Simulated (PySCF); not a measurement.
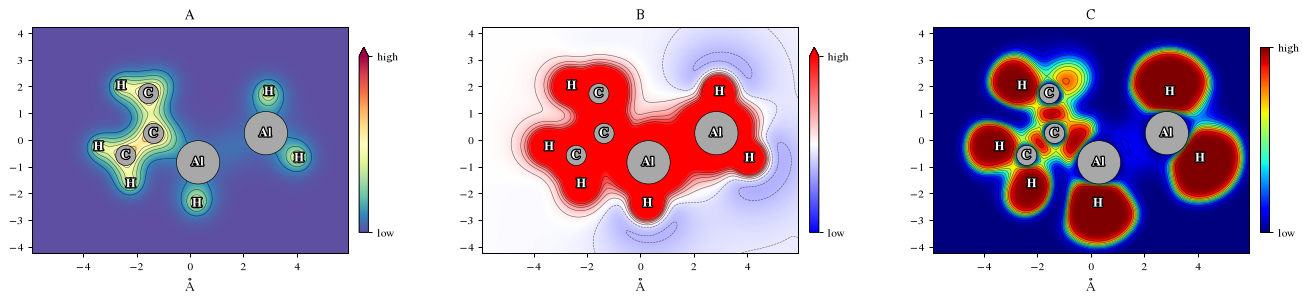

C₅H₁₄Al₂O₂ (SMILES C=[C](C)[AlH-]1[O+](C)[AlH2-][O+]1C): 3 fields on the plane of atoms H19, Al7 and H20, with unlabelled colour scales. Grey discs cover the atomic cores.

Geometry: GFN2-xTB.

Method: PBE0/pcSseg-1, SCF density, gas phase, non-relativistic in PySCF.

```
atom    x (Å)    y (Å)    z (Å)
   C   2.3472  -1.1165   1.3036
   C   1.7179  -0.4028   0.3715
   C   2.4751   0.2310  -0.7640
  Al  -0.2280  -0.4074   0.7749
   O  -1.3113  -0.8785  -0.6503
   C  -1.3756  -2.1059  -1.3543
  Al  -2.1382   0.7363  -0.8629
   O  -1.0857   1.2178   0.5519
   C  -0.8809   2.4337   1.2493
   H   1.7769  -1.5571   2.1125
   H   3.4148  -1.2950   1.3261
   H   2.4251   1.3171  -0.6769
   H   2.0117  -0.0362  -1.7143
   H   3.5224  -0.0736  -0.7753
   H  -0.7695  -1.0843   2.0482
   H  -2.2823  -2.6488  -1.0842
   H  -0.5055  -2.7156  -1.1004
   H  -1.3849  -1.9171  -2.4291
   H  -3.6244   0.6606  -0.4553
   H  -1.6318   1.4163  -2.1568
   H  -0.9028   3.2703   0.5491
   H  -1.6638   2.5775   1.9952
   H   0.0890   2.4051   1.7513
```

Which field does each panel show? The fields are: electron density, electron localisation function and electrostatic potential.

Panel A: electron density. Panel B: electrostatic potential (strongly positive close to the atoms, with negative regions outside electron-rich atoms). Panel C: electron localisation function. From the grid: C–C (1.33 Å): the density is about 2.3 e/Å³ at the midpoint; the ELF peaks at about 0.90 between the atoms; a short, multiple covalent bond. C–Al (1.99 Å): ρ is about 0.69 e/Å³ halfway; the ELF peaks at about 0.95 between the atoms, as expected for a shared but strongly polarised pair.
